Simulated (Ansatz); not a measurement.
Periodic model of Si(111):H with two SH, 3 bilayers (cell 11.5 x 6.6 Å; k mesh 1x2x1). Method: PBE-D3(BJ) (plane waves to 420 eV, PAW; Ansatz, a first-principles code). The slab states were run without spin polarisation. Static barriers from climbing-image NEB or a saddle search; ends from one prepared geometry each; cell and mesh not converged. The saddle order is not shown.

The reaction: H2S attacks the fragment of GeH4 (once exchanged) and H2 forms, starting from the surface left by an earlier step (GeH4 exchanges a ligand with a surface S-H group and H2 forms), after H2 has left.

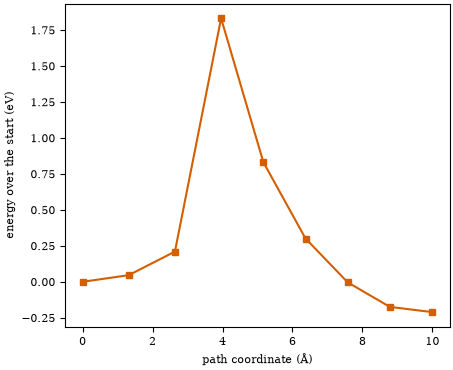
Energy along the converged path

### Question
Read off the forward barrier, the backward barrier and the reaction energy.

### Answer
About 1.8 eV, 2.0 eV and -0.2 eV.

### Question
Give the profile as numbers.

### Answer
(s (Å), E (eV)): (0.00, 0.00); (1.32, 0.05); (2.64, 0.21); (3.96, 1.83); (5.17, 0.83); (6.37, 0.30); (7.58, 0.00); (8.78, -0.17); (9.99, -0.21)
